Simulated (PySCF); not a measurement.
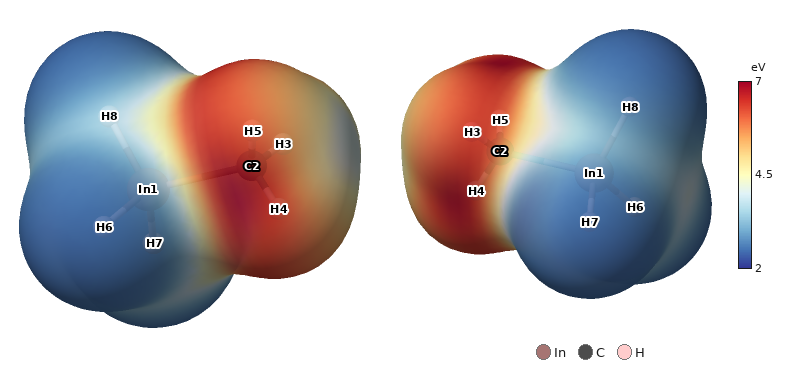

Figure 1: [InMeH3]- (CH6In, charge −1). Average local ionisation energy on the surface of electron density 0.001 a.u. (back view left, front view right).

PySCF calculation, B3LYP/def2-SVPD, gas phase; geometry: GFN2-xTB. Core potentials replace the inner electrons of In; spin–orbit coupling isn't included. No frequency check shows the geometry to be a minimum. GFN2-xTB bond lengths at metals and heavier atoms can be off by up to 0.1 Å and shapes distorted, which carries into these values.

The calculation's input:

```python
import numpy as np
from pyscf import gto, scf, dft
from pyscf.scf import atom_ks, atom_hf
from scipy.linalg import block_diag

def solve(mol, dm0=None, hcore=None):
    mf = (dft.UKS if mol.spin else dft.RKS)(mol, xc='b3lyp')
    mf.grids.level = 3
    mf = mf.density_fit(auxbasis='def2-universal-jkfit')
    mf.conv_tol, mf.max_cycle = 1e-8, 80
    if hcore is not None:
        mf.get_hcore = lambda *args: hcore
    mf.kernel(dm0)
    if not mf.converged:
        mf = mf.newton().run(mf.mo_coeff, mf.mo_occ, max_cycle=30)
    assert mf.converged, 'SCF not converged'
    return mf

mol = gto.M(atom='''
In    -0.33061     0.00000     0.00000
C      1.95841     0.00005     0.00000
H      2.39373     0.80483     0.61060
H      2.39369     0.12622    -1.00239
H      2.39364    -0.93136     0.39180
H     -0.91057    -1.28242    -1.06266
H     -0.91044     1.56158    -0.57932
H     -0.91052    -0.27900     1.64199
''', basis='def2-svpd', ecp={'In': 'def2-svpd'}, charge=-1, spin=0, verbose=4)
mf = solve(mol)
mf.analyze()
# spherically averaged free atoms, for the promolecule
atom_ks.AtomSphAverageRKS.init_guess_by_vsap = lambda self, mol=None: self.init_guess_by_minao(mol)  # core potentials
atm = atom_ks.get_atm_nrks(mol, xc='b3lyp')
pro = block_diag(*[(atm[a[0]][2] * atm[a[0]][3]) @ atm[a[0]][2].T for a in mol._atom])
np.savez('result.npz', e=mf.e_tot, c=mf.mo_coeff, occ=mf.mo_occ, eps=mf.mo_energy, pro=pro, dip=mf.dip_moment(verbose=0), s2=mf.spin_square()[0])
```

Launched as:

```sh
OMP_NUM_THREADS=1 python input.py
```

The run took 18 s on 1 thread of Intel(R) Xeon(R) Processor @ 2.50GHz (Skylake/Cascade Lake) (shared host), peak memory 0.41 GiB.

Partitions, critical points and surface values were worked out afterwards from this run's density.

Locate the minima of the map.

Answer. The lowest value is 2.5 eV, 1.8 Å from H7, and at like points elsewhere. Further minima include 3.8 eV, near H5 (1.99 Å), H3 (2.05 Å) and H4 (2.13 Å), over C2 (2.2 Å). For comparison, the highest occupied orbital lies at −1.9 eV.

What volume does the surface enclose?

Answer. About 118 Å³.
